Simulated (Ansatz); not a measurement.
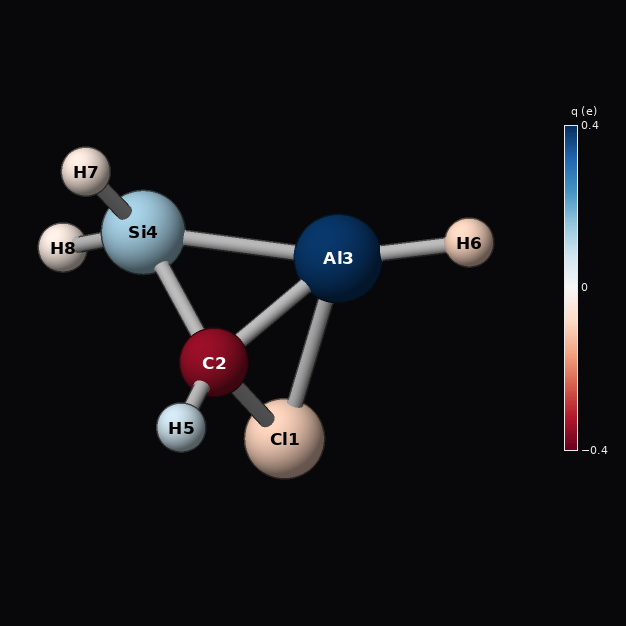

Atoms are coloured by their Mulliken charges. The computed structure is the end point of a PBE-D4/def2-SVP optimisation. No frequency run is at hand to confirm it as a minimum. Level of theory: RKS PBE-D4/def2-SVP (Ansatz 0.2.0).

List the Mulliken charges.

```csv
atom,value (e)
Cl1,−0.09
C2,−0.35
Al3,0.39
Si4,0.13
H5,0.08
H6,−0.09
H7,−0.04
H8,−0.04
```

Mulliken values depend strongly on the basis set and can even reverse the polarity of a bond.
